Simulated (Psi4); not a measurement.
# PBE/6-31G(d) (density fitting, Cartesian functions, sweep point 4) run of BPH3F3 (SMILES [BH3-][P+](F)(F)F)

Aim: energy and gradient of BPH3F3. 

Program for the calculation: Psi4 1.11.

5 further runs of the same task are left out: 5 set aside as unsound or not needed.

## Step 1: Starting point

BPH3F3: 8 atoms, total charge 0, spin state singlet. SMILES: `[BH3-][P+](F)(F)F`. Geometry: relaxed at GFN2-xTB.

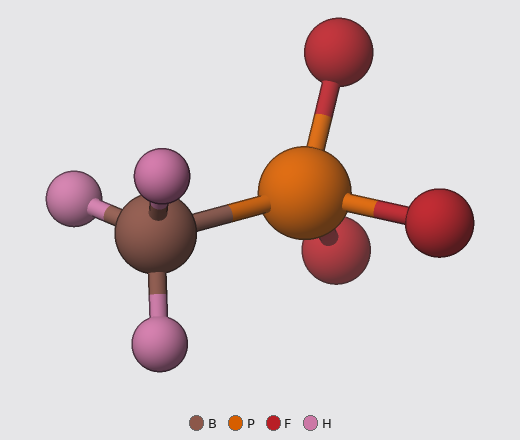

The structure, seen from a chosen angle (boron brown, phosphorus orange, fluorine red, hydrogen pink).

## Step 2: Energy and gradient at PBE/6-31G(d) (density fitting, Cartesian functions, sweep point 4)

calc.py reads:

```python
import psi4

psi4.set_memory('1600 MB')
psi4.set_num_threads(1)
psi4.core.set_output_file('psi4.out', False)

molecule = psi4.geometry("""
B     -0.083970     1.003810     0.527130
P      0.054140    -0.646920    -0.340200
F      0.307070    -1.992980     0.458020
F     -1.130450    -1.236380    -1.213750
F      1.170780    -0.931760    -1.428850
H     -1.002970     0.881620     1.259750
H     -0.266410     1.783920    -0.341500
H      0.951810     1.138690     1.079400
units angstrom
symmetry c1
""")

psi4.set_options({
    'basis': '6-31G*',
    'reference': 'rks',
    'scf_type': 'df',
    'guess': 'huckel',
})

e_tot, wfn = psi4.gradient("PBE", return_wfn=True)
print('gradient / Eh bohr^-1')
print(e_tot.np.round(6))
print(f'energy = {wfn.energy():.10f} Eh')
for k, v in sorted(psi4.core.scalar_variables().items()):
    print(f'{k:45s} {v:18.10f}')
```

On the command line:

```console
$ python calc.py
```

psi4.out:

```text
[...]
  Running in c1 symmetry.
[...]
  Nuclear repulsion =  264.862160410476633
[...]
  Multiplicity = 1
[...]
  Nalpha       = 25
  Nbeta        = 25
[...]
    Number of basis functions: 85
[...]
   @DF-RKS iter   1:  -665.99394217994666   -6.65994e+02   2.06019e-02 DIIS/ADIIS
[...]
   @DF-RKS iter  12:  -667.09694565016946   -7.95808e-13   3.05461e-09 DIIS
[...]
    Orbital Energies [Eh]
    ---------------------
    Doubly Occupied:
       1A    -76.537235     2A    -24.334582     3A    -24.334489
       4A    -24.334480     5A     -6.500393     6A     -6.478910
       7A     -4.720766     8A     -4.720764     9A     -4.713657
      10A     -1.192356    11A     -1.136535    12A     -1.136463
      13A     -0.645102    14A     -0.530651    15A     -0.514606
      16A     -0.514569    17A     -0.444670    18A     -0.434546
      19A     -0.434515    20A     -0.394273    21A     -0.394239
      22A     -0.379764    23A     -0.330468    24A     -0.307892
      25A     -0.307861
[...]
  @DF-RKS Final Energy:  -667.09694565016946
   => Energetics <=
    Nuclear Repulsion Energy =            264.8621604104766334
    One-Electron Energy =               -1450.1417078837296231
    Two-Electron Energy =                 577.5642437011716765
    DFT Exchange-Correlation Energy =     -59.3816418780881605
    Empirical Dispersion Energy =           0.0000000000000000
    VV10 Nonlocal Energy =                  0.0000000000000000
    Total Energy =                       -667.0969456501694594
[...]
 Multipole Moments:
 ------------------------------------------------------------------------------------
     Multipole            Electronic (a.u.)      Nuclear  (a.u.)        Total (a.u.)
 ------------------------------------------------------------------------------------
 L = 1.  Multiply by 2.5417464519 to convert [e a0] to [Debye]
 Dipole X            :          0.4909105           -0.4647674            0.0261431
 Dipole Y            :         -5.8749422            5.5682653           -0.3066769
 Dipole Z            :         -3.0856328            2.9238438           -0.1617891
 Magnitude           :                                                    0.3477210
[...]
  -Total Gradient:
     Atom            X                  Y                   Z
    ------   -----------------  -----------------  -----------------
       1       -0.000787964392     0.009352393325     0.005054045860
       2       -0.001877168120     0.024476480571     0.012755959625
       3       -0.001467477225    -0.003574941310    -0.017827523809
       4        0.013930253461    -0.011812039949     0.000202138153
       5       -0.010480802709    -0.014621040148     0.002365882757
       6        0.012394098774     0.004035011289    -0.008794141961
       7        0.002313493840    -0.008360854121     0.013086631803
       8       -0.014431412517     0.000465445679    -0.006370526301
[...]
```

The script printed:

```text
gradient / Eh bohr^-1
[[-0.000788  0.009352  0.005054]
 [-0.001877  0.024476  0.012756]
 [-0.001467 -0.003575 -0.017828]
 [ 0.01393  -0.011812  0.000202]
 [-0.010481 -0.014621  0.002366]
 [ 0.012394  0.004035 -0.008794]
 [ 0.002313 -0.008361  0.013087]
 [-0.014431  0.000465 -0.006371]]
energy = -667.0969456502 Eh
CURRENT ENERGY                                   -667.0969456502
CURRENT REFERENCE ENERGY                         -667.0969456502
DD SOLVATION ENERGY                                 0.0000000000
DFT FUNCTIONAL TOTAL ENERGY                      -667.0969456502
DFT TOTAL ENERGY                                 -667.0969456502
DFT VV10 ENERGY                                     0.0000000000
DFT XC ENERGY                                     -59.3816418781
GRID ELECTRONS ALPHA                               25.0000377760
GRID ELECTRONS BETA                                25.0000377760
GRID ELECTRONS TOTAL                               50.0000755520
NUCLEAR REPULSION ENERGY                          264.8621604105
ONE-ELECTRON ENERGY                             -1450.1417078837
PCM POLARIZATION ENERGY                             0.0000000000
PE ENERGY                                           0.0000000000
SCF ITERATION ENERGY                             -667.0969456502
SCF ITERATIONS                                     12.0000000000
SCF TOTAL ENERGY                                 -667.0969456502
TWO-ELECTRON ENERGY                               577.5642437012
XC GRID RADIAL POINTS                              75.0000000000
XC GRID SPHERICAL POINTS                          302.0000000000
XC GRID TOTAL POINTS                           172654.0000000000
```

Wall time 9 s (1 thread of Intel Xeon Platinum 8488C (Sapphire Rapids), shared host); peak memory 0.58 GiB.

## Step 3: Summary of results

Level: PBE/6-31G* (density fitting, Cartesian functions, sweep point 4).

| quantity | value |
| --- | --- |
| total energy | -667.09695 Eh |
| dipole moment | 0.88 D |
| HOMO energy | -8.38 eV |
| LUMO energy | -1.36 eV |
| HOMO–LUMO gap | 7.02 eV |
| largest force on an atom | 1.423 eV/Å |

The largest force is 1.42 eV/Å: the shape isn't a stationary point for this species at this level.
